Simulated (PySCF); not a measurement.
SMILES [F][Al]([Cl])[Br] at its B3LYP/def2-SVP optimised geometry (Å):

```
4

Al    -0.4421     0.2143     0.0000
F     -1.2286     1.6699     0.0000
Cl     1.6393     0.2143     0.0000
Br    -1.6393    -1.6699    -0.0054
```

Calculation: B3LYP/def2-TZVP (PySCF).

Map of the log10 of the electron density (e/bohr³), floored at −4 on the plane z = 0.6 Å:

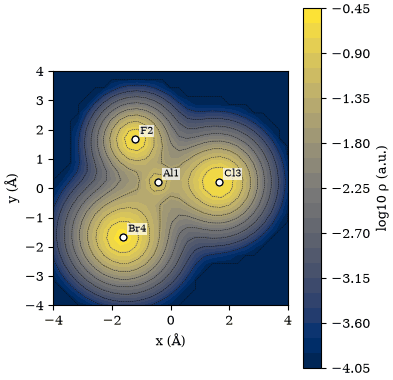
Figure. Log10 of the electron density (e/bohr³), floored at −4 on the plane z = 0.6 Å.
